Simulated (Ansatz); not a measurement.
**C2H3ClF2 (1-chloro-1,1-difluoroethane) at wB97X/cc-pVDZ**

What is the electronic atomisation energy of C2H3ClF2 (1-chloro-1,1-difluoroethane) at wB97X/cc-pVDZ? 

Program for the calculation: Ansatz 0.2.0.

55 further runs of the same task are left out: 1 that didn't finish, 54 set aside as unsound or not needed. Runs told in other sessions of the task aren't counted.

## (1) The structure to begin with

The species is C2H3ClF2 (8 atoms), meant as a singlet with charge 0. SMILES: `CC(F)(F)Cl`. The coordinates come from a PBE0-D4/def2-TZVP relaxation.

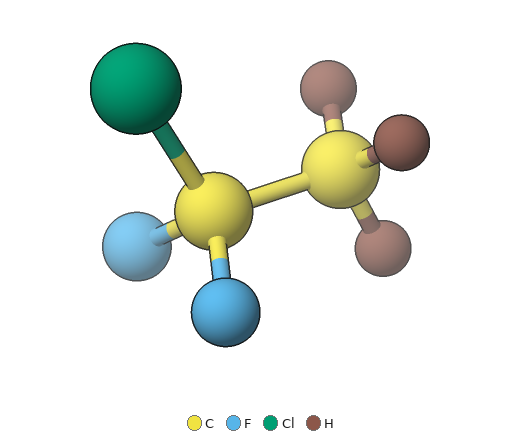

Viewed from a chosen angle; carbon yellow, fluorine blue, chlorine teal, hydrogen brown.

## (2) A single-point energy at wB97X/cc-pVDZ

File job.yaml:

```yaml
crystal:
  periodic: [false, false, false]
  atoms:
    - symbol: C
      position_ang: [-0.591960, -0.305640, 0.477310]
    - symbol: C
      position_ang: [0.524930, 0.179790, -0.395910]
    - symbol: F
      position_ang: [1.713900, 0.014330, 0.206290]
    - symbol: F
      position_ang: [0.571970, -0.511300, -1.546500]
    - symbol: Cl
      position_ang: [0.352900, 1.905700, -0.801400]
    - symbol: H
      position_ang: [-0.600880, 0.257090, 1.409000]
    - symbol: H
      position_ang: [-0.428120, -1.363800, 0.687730]
    - symbol: H
      position_ang: [-1.542750, -0.176190, -0.036530]
basis:
  gaussian:
    orbitals: cc-pVDZ
hamiltonian:
  xc: {name: wB97X}
accuracy: high
output:
  orbitals: {seedname: orbitals}
```

The run is started by

```sh
$ ansatz run job.yaml --threads 1 --pin off --max-ram 3480MiB --events-out events.jsonl --progress --plain --runs-dir runs
```

What it wrote:

```text
Warning: RAYON_NUM_THREADS=1 ignored (pool sized by the plan → 1); use --threads N
Functional definition: wB97X
  name "wB97X"
  parameter omega = 0.3/bohr
  parameter cx = 0.157706
  parameter cx1 = 0.726479
  parameter cx2 = 1.04760
  parameter cx3 = -5.70635
  parameter cx4 = 13.2794
  parameter css1 = -4.33879
  parameter css2 = 18.2308
  parameter css3 = -31.7430
  parameter css4 = 17.2901
  parameter cos1 = 2.37031
  parameter cos2 = -11.3995
  parameter cos3 = 6.58405
  parameter cos4 = -3.78132
  exchange = spin_sum(e_x_unif_sr(omega)*poly(b97_u_x, 1 - cx, cx1, cx2, cx3, cx4)) + cx*exact_x_sr(omega)
      + exact_x_lr(omega)
  correlation = spin_sum(e_c_pw_same_spin*poly(b97_u_same, 1, css1, css2, css3, css4))
      + integral(e_c_pw_opposite_spin*poly(b97_u_opposite, 1, cos1, cos2, cos3, cos4))
2086 factors; integrals over basis functions are off by at most 3.6e-9 eV
326 factors; integrals over basis functions are off by at most 2.2e-9 eV
mean field evaluation 1: about -20074.9206 eV, gradient 4.1e1 eV
mean field evaluation 2: about -20075.6664 eV, gradient 4.0e1 eV
mean field evaluation 4: about -20078.1168 eV, gradient 1.1e0 eV
mean field evaluation 8: about -20078.2775 eV, gradient 8.8e-2 eV
mean field evaluation 16: about -20078.2775 eV, gradient 2.0e-5 eV
mean field -20078.27752423 eV, -737.8630894701 hartree, gradient 6.3e-8 eV, S^2 0.000000; 0 other end points of the search recorded, 0 dependent functions left out
reference -20078.27752210 eV, -737.8630893917 hartree; 25, 25 occupied and 64, 64 virtual orbitals, 2086 factors
Total energy: -20078.27752210 eV, -737.8630893917 hartree
```

Wall time 31 s (1 thread of Arm Neoverse V1, shared host); peak memory 0.52 GiB.

## (3) The C atom, same level

File in.yaml:

```yaml
crystal:
  periodic: [false, false, false]
  atoms:
    - {symbol: C, position_ang: [0.000000, 0.000000, 0.000000]}
basis:
  gaussian:
    orbitals: cc-pVDZ
magnetization:
  spin_polarized: true
  initial_magnetization: 2
hamiltonian:
  xc: {name: wB97X}
accuracy: high
```

The run is started by

```sh
$ ansatz run in.yaml --threads 1 --pin off --max-ram 3480MiB --events-out events.jsonl --progress --plain --runs-dir runs
```

What it wrote, shortened:

```text
Warning: RAYON_NUM_THREADS=1 ignored (pool sized by the plan → 1); use --threads N
[... 2 set-up lines as earlier in the session ...]
[...]
      + exact_x_lr(omega)
[...]
      + integral(e_c_pw_opposite_spin*poly(b97_u_opposite, 1, cos1, cos2, cos3, cos4))
96 factors; integrals over basis functions are off by at most 1.3e-9 eV
60 factors; integrals over basis functions are off by at most 6.3e-10 eV
[...]
mean field -1029.66728614 eV, -37.8395748320 hartree, gradient 1.1e-8 eV, S^2 2.004167; 0 other end points of the search recorded, 0 dependent functions left out
reference -1029.66728593 eV, -37.8395748245 hartree; 4, 2 occupied and 10, 12 virtual orbitals, 96 factors
Total energy: -1029.66728593 eV, -37.8395748245 hartree
```

It took 2.2 s on 1 thread of Arm Neoverse V1, shared host; peak memory 0.12 GiB.

## (4) The Cl atom at the same level

File run.yaml:

```yaml
crystal:
  periodic: [false, false, false]
  atoms:
    - {symbol: Cl, position_ang: [0.000000, 0.000000, 0.000000]}
basis:
  gaussian: {orbitals: cc-pVDZ}
magnetization: {spin_polarized: true, initial_magnetization: 1}
hamiltonian: {xc: {name: wB97X}}
accuracy: high
```

Run the same way, it converges to -460.13908 Eh (log not shown).

## (5) The F atom

File input.yaml:

```yaml
crystal:
  periodic: [false, false, false]
  atoms:
    - {symbol: F, position_ang: [0.000000, 0.000000, 0.000000]}
basis:
  gaussian:
    orbitals: cc-pVDZ
magnetization:
  spin_polarized: true
  initial_magnetization: 1
accuracy: high
hamiltonian:
  xc: {name: wB97X}
```

Run the same way, it converges to -99.70543 Eh (log not shown).

## (6) The H atom

File molecule.yaml:

```yaml
basis:
  gaussian:
    orbitals: cc-pVDZ
crystal:
  periodic: [false, false, false]
  atoms:
    - {symbol: H, position_ang: [0.000000, 0.000000, 0.000000]}
magnetization:
  spin_polarized: true
  initial_magnetization: 1
hamiltonian:
  xc: {name: wB97X}
accuracy: high
```

Run the same way, it converges to -0.50060 Eh (log not shown).

## (7) What came out

Level: wB97X/cc-pVDZ.

```
                     quantity          value
       molecule: total energy  -737.86309 Eh
        molecule: HOMO energy      -11.67 eV
        molecule: LUMO energy        3.27 eV
      molecule: HOMO–LUMO gap       14.94 eV
         C atom: total energy   -37.83957 Eh
                 C atom: ⟨S²⟩          2.004
        Cl atom: total energy  -460.13908 Eh
                Cl atom: ⟨S²⟩          0.752
         F atom: total energy   -99.70543 Eh
                 F atom: ⟨S²⟩          0.751
         H atom: total energy    -0.50060 Eh
                 H atom: ⟨S²⟩          0.750
electronic atomisation energy      30.808 eV
```

In words: Taking the molecule apart into free atoms costs 30.81 eV (2973 kJ/mol), before zero-point energy and without spin-orbit coupling.
